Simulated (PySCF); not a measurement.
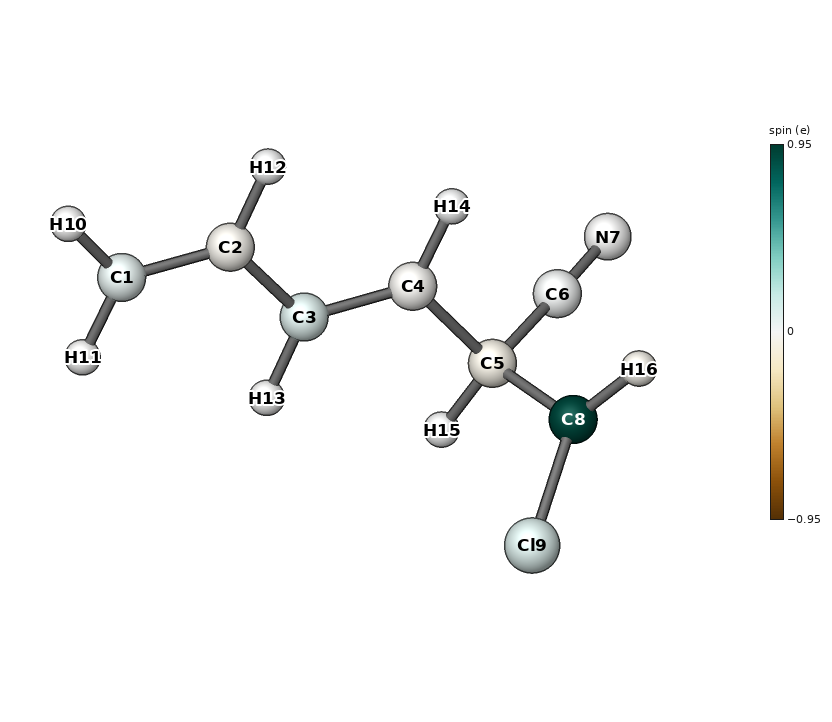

Atoms are coloured by their Mulliken spin populations. Charge 0, doublet. The computed structure is the end point of a GFN2-xTB optimisation. No frequency run is at hand to confirm it as a minimum. Level of theory: UKS B3LYP, pcH-1 on C Cl H N, non-relativistic (PySCF 2.14.0).

Give the Mulliken spin populations atom by atom.

```tsv
atom	value (e)
C1	0.06
C2	−0.03
C3	0.08
C4	−0.02
C5	−0.05
C6	0.01
N7	0.00
C8	0.90
Cl9	0.09
H10	0.00
H11	0.00
H12	0.00
H13	0.00
H14	0.00
H15	0.01
H16	−0.04
```

Mulliken values depend strongly on the basis set.
